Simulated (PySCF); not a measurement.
C5H11ClSi2

Input

```
{"job": {"kind": "nmr", "xc": "PBE0", "basis": "pcSseg-1"}, "charge": 0, "multiplicity": 1}
Si     2.191411    -0.517213     1.324506
C      0.590247    -0.550194     0.328818
C      0.221296    -1.541572    -0.488201
Si    -1.477322    -1.268578    -1.245242
C     -1.762422     0.190190    -0.055792
C     -0.367775     0.619298     0.423147
C      0.197324     1.726655    -0.460593
Cl    -0.741408     3.235301    -0.309544
H      2.829167    -1.829897     1.241254
H      1.867138    -0.188602     2.715080
H      3.098828     0.503320     0.787795
H      0.856917    -2.399839    -0.642322
H     -1.435356    -0.888415    -2.661720
H     -2.414307    -2.375472    -1.044809
H     -2.347052    -0.139581     0.803381
H     -2.293627     1.036123    -0.485849
H     -0.405867     0.992621     1.452610
H      0.161600     1.431930    -1.509986
H      1.221405     1.973175    -0.179993
```

Run with:

```sh
OMP_NUM_THREADS=1 python probes_run.py task.json out
```

Geometry: GFN2-xTB.

All numbers below come from PBE0/pcSseg-1, SCF density, gas phase, non-relativistic in PySCF.

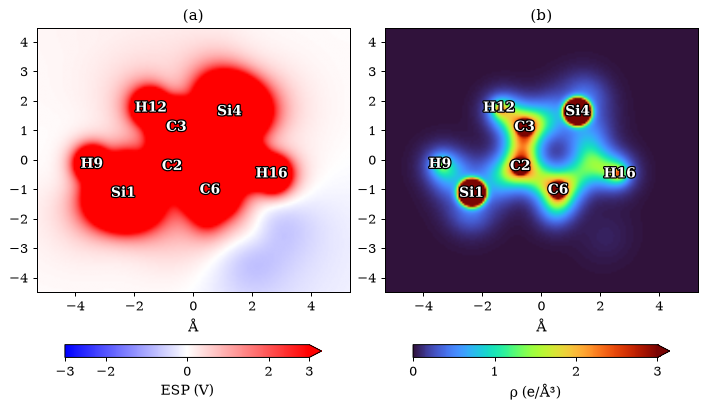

Figure 1. (a) molecular electrostatic potential; (b) total electron density on the plane of atoms Si1, C2 and C6.

Question: What does the map show?

Answer: Atoms in the plane: Si, C and H. C–C (1.34 Å): ρ is about 2.3 e/Å³ halfway. C–Si (1.88 Å): ρ is about 0.93 e/Å³ halfway. C–H (1.08 Å): the density is about 2 e/Å³ at the midpoint. C–C (1.51 Å): ρ at the midpoint is about 1.7 e/Å³. Si–H (1.46 Å): the density is about 0.81 e/Å³ at the midpoint. Outside the dense part of the molecule the potential is most negative (−0.7 V) near Cl8, which lies off the plane.

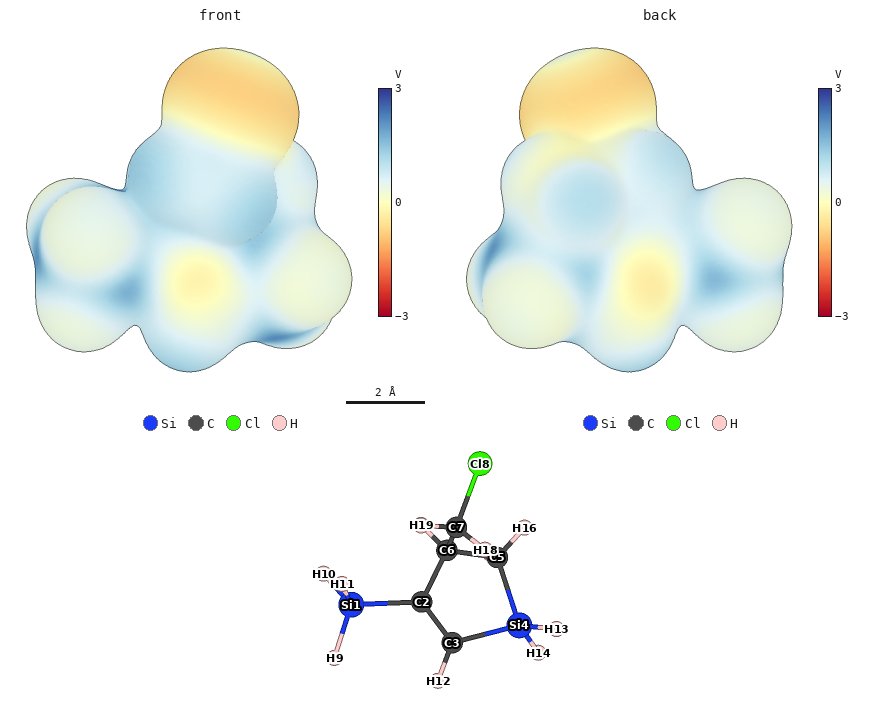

Figure 2. The electrostatic potential painted on the density surface at 0.004 e/bohr³, seen from the front and from behind; the colour scale runs from red (negative) to blue (positive). The bare structure is drawn below in the same view.

Question: Which sites attract a positive test charge, and which a negative one?

Answer: A positive charge is drawn to the negative regions and a negative charge to the positive ones. The most negative region (about −0.8 V, or −18 kcal/mol for a unit charge) lies over Cl8, the most positive (about +2.0 V, or +46 kcal/mol for a unit charge) over Si1 and Si4. Cl8 shows a σ-hole: about +0.4 V, or +9 kcal/mol for a unit charge at the tip opposite its bond, against about −0.6 V, or −14 kcal/mol for a unit charge on its flanks.

Question: What dipole moment does the calculation give?

Answer: Its dipole moment is 1.80 D.
